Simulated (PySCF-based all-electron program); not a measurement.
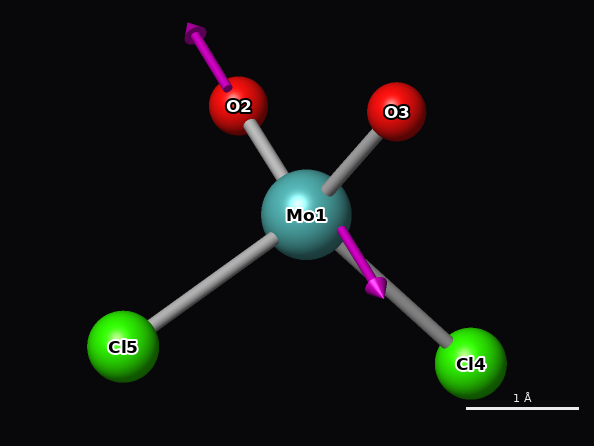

Arrows show the forces on the atoms, 0.08 Å of arrow for 1 eV/Å; forces under a tenth of the largest aren't drawn. The species is neutral and a spin singlet. Level of theory: LDA, all-electron, scalar-relativistic (Koelling-Harmon), large uncontracted Gaussian sets (PySCF-based all-electron program).

**Along which bond is the force strongest?**

Mo1–O2, now 1.522 Å: the forces push its atoms apart, so a first step downhill lengthens it.

List the force components in the frame of the picture (x right, y up, z towards the viewer), in eV/Å.

```json
{"atom": "Mo1", "Fx": "4.78", "Fy": "−7.82", "Fz": "7.83"}
{"atom": "O2", "Fx": "−4.55", "Fy": "7.45", "Fz": "−7.45"}
{"atom": "O3", "Fx": "−0.20", "Fy": "−0.02", "Fz": "−0.30"}
{"atom": "Cl4", "Fx": "−0.23", "Fy": "0.21", "Fz": "0.10"}
{"atom": "Cl5", "Fx": "0.19", "Fy": "0.18", "Fz": "−0.18"}
```
